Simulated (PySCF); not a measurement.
**H₁₂NPSi₄ (SMILES N[Si]([SiH3])([SiH3])[SiH2]P): density, localisation and related maps**

```xyz
18

N    -0.0861   -2.0192   -0.0368
Si    0.3870   -0.3411   -0.0502
Si    0.2062    0.2530    2.2069
Si    2.5384   -0.3907   -0.9566
Si   -1.0741    0.9541   -1.4026
P    -3.0433    1.4549   -0.4512
H     0.0330   -2.5794   -0.8660
H    -0.9362   -2.2978    0.4278
H    -1.1858    0.4033    2.6501
H     0.8095   -0.7029    3.1370
H     0.8524    1.5477    2.4423
H     2.9208   -1.6884   -1.5186
H     3.5663   -0.0605    0.0333
H     2.6777    0.5812   -2.0455
H    -0.5265    2.2651   -1.7818
H    -1.4789    0.3208   -2.6705
H    -3.1796    0.2469    0.2099
H    -2.4893    2.0594    0.6607
```

Geometry: GFN2-xTB.

All numbers below come from CAM-B3LYP/def2-SVPD, SCF density, gas phase in PySCF.

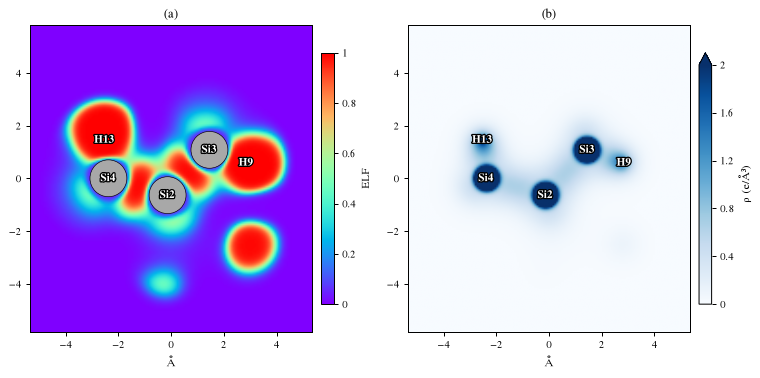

Figure 1. (a) ELF; (b) electron density on the plane of atoms Si2, Si4 and H13. Grey discs cover the atomic cores in the ELF map.

Question: What do the fields say about this system?

Answer: Atoms in the plane: Si and H. Si–Si (2.34 Å): ρ is about 0.66 e/Å³ halfway; the ELF peaks at about 1 between the atoms (a covalent bond). Si–H (1.47 Å): the density is about 0.77 e/Å³ at the midpoint; the ELF climbs to about 1 towards the hydrogen, as it does in any bond to H.

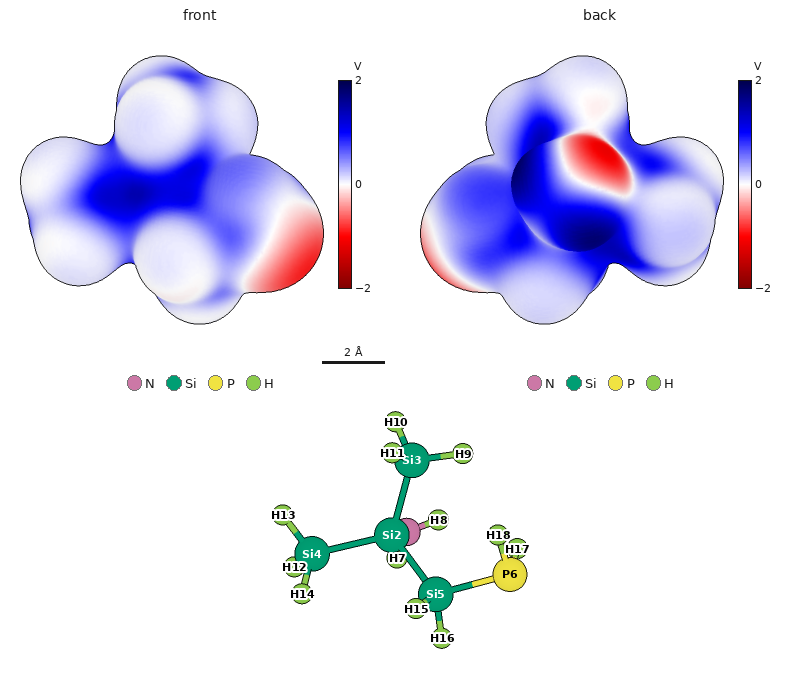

Figure 2. The molecular electrostatic potential painted on the density surface at 0.002 e/bohr³, seen from the front and from behind; the colour scale runs from red (negative) to blue (positive). The bare structure is drawn below in the same view.

Question: Where is the surface potential most negative and most positive?

Answer: The most negative region (about −1.0 V) lies over N1, the most positive (about +1.8 V) over H7 and H8.

Question: How polar is the molecule by this calculation?

Answer: Its dipole moment is 1.34 D.
